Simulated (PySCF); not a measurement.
# Ne(2+): dipole response in aug-cc-pCVTZ-DK plus 1 even-tempered diffuse shell per l

How polarisable is Ne(2+) at the levels listed below?

The numbers are computed with PySCF 2.14.0 (unrestricted determinants in a Gaussian basis, no spin-orbit coupling in the energies), except any that are marked as measured or tabulated.

## Step 1: What is computed

| Property | Result |
| --- | --- |
| Element | neon (Z = 10) |
| Basis | aug-cc-pCVTZ-DK with one added diffuse shell each of s, p, d, f type (8s7p5d3f, 75 functions) |
| Hamiltonian | the spin-free X2C one-electron Hamiltonian (Gaussian nucleus) |
| State 1 | Ne(2+): [He] 2s2 2p4, high-spin 3P determinant |
| Methods | UHF, PBE, PBE0, r2SCANh, TPSS |

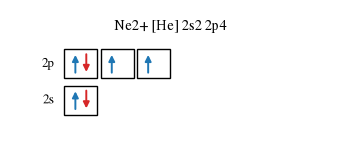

Outer shells as boxes.

One driver process ran all states and methods and kept the integrals in memory. Each run is shown as a PySCF script that sums up its settings (the driver passes frozen orbitals as a list and adds second-order terms of double hybrids); the logs are those of the runs themselves. The driver starts from symmetry-adapted Hartree-Fock orbitals, holds the occupation by maximum overlap and uses a logarithmic radial grid for functionals, so a plain start would take other cycles.

The integrals over 75 functions and the set-up took 0.47 s of CPU time.

## Step 2: Ne(2+): the ladder of methods

UHF:

Input file input.py:

```python
from pyscf import gto, scf, dft, mp, cc
import basis_set_exchange as bse
mol = gto.M(atom="Ne 0 0 0", charge=2, spin=2, symmetry="D2h",
            basis=gto.basis.parse(bse.get_basis("aug-cc-pCVTZ-DK", elements=["Ne"], fmt="nwchem", augment_diffuse=1)),
            nucmod="G")
mf = scf.UHF(mol).sfx2c1e()
mf.irrep_nelec = {'Ag': (2, 2), 'B1u': (1, 0), 'B2u': (1, 1), 'B3u': (1, 0)}
mf.kernel()
```

Output:

```text
damping factor = 0
level_shift factor = 0
DIIS = <class 'pyscf.scf.diis.CDIIS'>
diis_start_cycle = 1
diis_space = 10
diis_damp = 0
SCF conv_tol = 1e-09
SCF conv_tol_grad = None
number electrons alpha = 5  beta = 3
cycle= 1 E= -126.505426969133  delta_E= -0.0051  |g|= 0.0329  |ddm|= 0.0346
cycle= 2 E= -126.505621617991  delta_E= -0.000195  |g|= 0.0067  |ddm|= 0.00745
cycle= 3 E= -126.505631052061  delta_E= -9.43e-06  |g|= 0.000199  |ddm|= 0.00218
cycle= 4 E= -126.505631065228  delta_E= -1.32e-08  |g|= 3.19e-05  |ddm|= 0.000172
cycle= 5 E= -126.505631065646  delta_E= -4.18e-10  |g|= 8e-06  |ddm|= 5.43e-05
converged SCF energy = -126.505631065646  <S^2> = 2.0036284  2S+1 = 3.002418
```

It used 13 s of CPU time after the integrals (shared host).

The occupied shells:

```csv
shell,electrons,mean orbital energy (eV),spread (eV),rms radius (bohr)
1s α,1,-945.38,0,0.182
1s β,1,-941.71,0,0.182
2s α,1,-99.425,0,0.905
2s β,1,-86.627,0,0.905
2p α,3,-70.059,3.891,0.903
2p β,1,-64.086,0,0.903
```

⟨S²⟩ = 2.004, ⟨L²⟩ = 2.01.

The driver then solved the coupled dipole response at imaginary frequencies: mean α = 0.8313 bohr³ (xx, yy, zz: 0.9039, 0.6860, 0.9039), C₆ = 1.038 au for a like pair.

PBE:

Changes to input.py:

```diff
@@ -5,3 +5,3 @@
             nucmod="G")
-mf = scf.UHF(mol).sfx2c1e()
+mf = dft.UKS(mol, xc="PBE").sfx2c1e()
 mf.irrep_nelec = {'Ag': (2, 2), 'B1u': (1, 0), 'B2u': (1, 1), 'B3u': (1, 0)}
```

Output:

```text
damping factor = 0
level_shift factor = 0
DIIS = <class 'pyscf.scf.diis.CDIIS'>
diis_start_cycle = 1
diis_space = 10
diis_damp = 0
SCF conv_tol = 1e-09
SCF conv_tol_grad = None
number electrons alpha = 5  beta = 3
XC functionals = PBE
    J. P. Perdew, K. Burke, and M. Ernzerhof.,  Phys. Rev. Lett. 77, 3865 (1996)
    J. P. Perdew, K. Burke, and M. Ernzerhof.,  Phys. Rev. Lett. 78, 1396 (1997)
    J. P. Perdew, K. Burke, and M. Ernzerhof.,  Phys. Rev. Lett. 77, 3865 (1996)
    J. P. Perdew, K. Burke, and M. Ernzerhof.,  Phys. Rev. Lett. 78, 1396 (1997)
cycle= 1 E= -126.684934726465  delta_E= -0.00776  |g|= 0.013  |ddm|= 0.145
cycle= 2 E= -126.684959351708  delta_E= -2.46e-05  |g|= 0.0044  |ddm|= 0.0143
cycle= 3 E= -126.684962478505  delta_E= -3.13e-06  |g|= 0.00132  |ddm|= 0.00607
cycle= 4 E= -126.684962754272  delta_E= -2.76e-07  |g|= 2.8e-05  |ddm|= 0.0013
cycle= 5 E= -126.684962754422  delta_E= -1.49e-10  |g|= 1.57e-06  |ddm|= 3.12e-05
converged SCF energy = -126.684962754422  <S^2> = 2.0013243  2S+1 = 3.0008827
```

It used 6.2 s of CPU time after the integrals (shared host).

The driver then solved the coupled dipole response at imaginary frequencies: mean α = 0.8743 bohr³ (xx, yy, zz: 0.9383, 0.7462, 0.9383), C₆ = 1.115 au for a like pair.

PBE0:

Changes to input.py:

```diff
@@ -5,3 +5,3 @@
             nucmod="G")
-mf = dft.UKS(mol, xc="PBE").sfx2c1e()
+mf = dft.UKS(mol, xc="PBE0").sfx2c1e()
 mf.irrep_nelec = {'Ag': (2, 2), 'B1u': (1, 0), 'B2u': (1, 1), 'B3u': (1, 0)}
```

Output:

```text
damping factor = 0
level_shift factor = 0
DIIS = <class 'pyscf.scf.diis.CDIIS'>
diis_start_cycle = 1
diis_space = 10
diis_damp = 0
SCF conv_tol = 1e-09
SCF conv_tol_grad = None
number electrons alpha = 5  beta = 3
XC functionals = PBE0
    C. Adamo and V. Barone.,  J. Chem. Phys. 110, 6158 (1999)
    M. Ernzerhof and G. E. Scuseria.,  J. Chem. Phys. 110, 5029 (1999)
cycle= 1 E= -126.702371364548  delta_E= -0.00565  |g|= 0.0143  |ddm|= 0.0951
cycle= 2 E= -126.702405259829  delta_E= -3.39e-05  |g|= 0.00168  |ddm|= 0.00858
cycle= 3 E= -126.702405846113  delta_E= -5.86e-07  |g|= 0.000401  |ddm|= 0.00186
cycle= 4 E= -126.702405872179  delta_E= -2.61e-08  |g|= 5.68e-05  |ddm|= 0.000448
cycle= 5 E= -126.702405872776  delta_E= -5.97e-10  |g|= 5.25e-06  |ddm|= 7.33e-05
converged SCF energy = -126.702405872776  <S^2> = 2.0016969  2S+1 = 3.0011311
```

CPU time 17 s on a shared host, the integrals not counted.

The response matrix is unstable for this state, so it gives no polarisability.

r2SCANh:

Changes to input.py:

```diff
@@ -5,3 +5,3 @@
             nucmod="G")
-mf = dft.UKS(mol, xc="PBE0").sfx2c1e()
+mf = dft.UKS(mol, xc="HYB_MGGA_XC_R2SCANH").sfx2c1e()
 mf.irrep_nelec = {'Ag': (2, 2), 'B1u': (1, 0), 'B2u': (1, 1), 'B3u': (1, 0)}
```

Output:

```text
damping factor = 0
level_shift factor = 0
DIIS = <class 'pyscf.scf.diis.CDIIS'>
diis_start_cycle = 1
diis_space = 10
diis_damp = 0
SCF conv_tol = 1e-09
SCF conv_tol_grad = None
number electrons alpha = 5  beta = 3
XC functionals = HYB_MGGA_XC_R2SCANH
    M. Bursch, H. Neugebauer, S. Ehlert, and S. Grimme.,  J. Chem. Phys. 156, 134105 (2022)
cycle= 1 E= -126.759027529195  delta_E= -0.00598  |g|= 0.0165  |ddm|=  0.1
cycle= 2 E= -126.759067689394  delta_E= -4.02e-05  |g|= 0.00226  |ddm|= 0.00818
cycle= 3 E= -126.759068496107  delta_E= -8.07e-07  |g|= 0.000812  |ddm|= 0.00262
cycle= 4 E= -126.759068595108  delta_E= -9.9e-08  |g|= 4.26e-05  |ddm|= 0.000851
cycle= 5 E= -126.759068595633  delta_E= -5.26e-10  |g|= 4.29e-06  |ddm|= 6.01e-05
converged SCF energy = -126.759068595633  <S^2> = 2.0023764  2S+1 = 3.0015838
```

It used 28 s of CPU time after the integrals (shared host).

The driver then solved the coupled dipole response at imaginary frequencies: mean α = 0.8641 bohr³ (xx, yy, zz: 0.9377, 0.7171, 0.9377), C₆ = 1.106 au for a like pair.

TPSS:

Changes to input.py:

```diff
@@ -5,3 +5,3 @@
             nucmod="G")
-mf = dft.UKS(mol, xc="HYB_MGGA_XC_R2SCANH").sfx2c1e()
+mf = dft.UKS(mol, xc="TPSS").sfx2c1e()
 mf.irrep_nelec = {'Ag': (2, 2), 'B1u': (1, 0), 'B2u': (1, 1), 'B3u': (1, 0)}
```

Output:

```text
damping factor = 0
level_shift factor = 0
DIIS = <class 'pyscf.scf.diis.CDIIS'>
diis_start_cycle = 1
diis_space = 10
diis_damp = 0
SCF conv_tol = 1e-09
SCF conv_tol_grad = None
number electrons alpha = 5  beta = 3
XC functionals = TPSS
    J. Tao, J. P. Perdew, V. N. Staroverov, and G. E. Scuseria.,  Phys. Rev. Lett. 91, 146401 (2003)
    J. P. Perdew, J. Tao, V. N. Staroverov, and G. E. Scuseria.,  J. Chem. Phys. 120, 6898 (2004)
    J. Tao, J. P. Perdew, V. N. Staroverov, and G. E. Scuseria.,  Phys. Rev. Lett. 91, 146401 (2003)
    J. P. Perdew, J. Tao, V. N. Staroverov, and G. E. Scuseria.,  J. Chem. Phys. 120, 6898 (2004)
cycle= 1 E= -126.811956566225  delta_E= -0.00598  |g|= 0.0124  |ddm|= 0.119
cycle= 2 E= -126.811976863981  delta_E= -2.03e-05  |g|= 0.00125  |ddm|= 0.00747
cycle= 3 E= -126.811977084194  delta_E= -2.2e-07  |g|= 0.000527  |ddm|= 0.00172
cycle= 4 E= -126.811977131714  delta_E= -4.75e-08  |g|= 6.42e-05  |ddm|= 0.000614
cycle= 5 E= -126.811977132297  delta_E= -5.83e-10  |g|= 1.55e-06  |ddm|= 6.34e-05
converged SCF energy = -126.811977132297  <S^2> = 2.0016408  2S+1 = 3.0010936
```

CPU time 18 s on a shared host, the integrals not counted.

The driver then solved the coupled dipole response at imaginary frequencies: mean α = 0.8632 bohr³ (xx, yy, zz: 0.9268, 0.7359, 0.9268), C₆ = 1.107 au for a like pair.

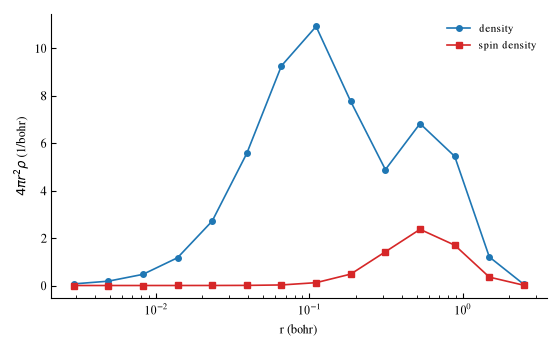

Radial density 4πr²ρ of Ne(2+) at UHF, at 14 stored radii joined by straight lines.

## Step 3: The response side by side

Ne(2+), in atomic units:

```csv
method,mean α,C₆ (like pair),S(−4)
UHF,0.8313,1.038,0.3560
PBE,0.8743,1.115,0.3892
r2SCANh,0.8641,1.106,0.3909
TPSS,0.8632,1.107,0.3629
```

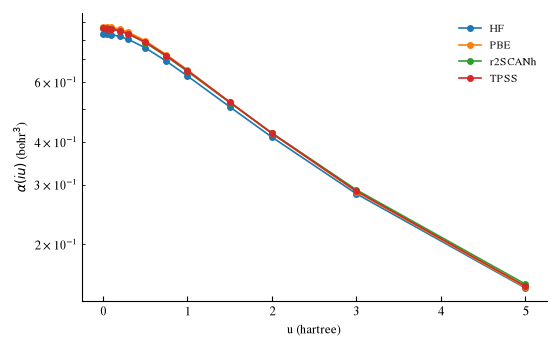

α(iu) of Ne(2+), the polarisability at imaginary frequency, on a logarithmic scale.

## Step 4: Summary of results

```
   quantity                               value
α of Ne(2+)  0.8313 (UHF) to 0.8743 (PBE) bohr³
```

What this shows: A single London oscillator with the computed α and C₆ of Ne(2+) at UHF would have ω = 4 C₆ / (3 α²) = 2.00 hartree. The basis is finite, and no extrapolation was made.
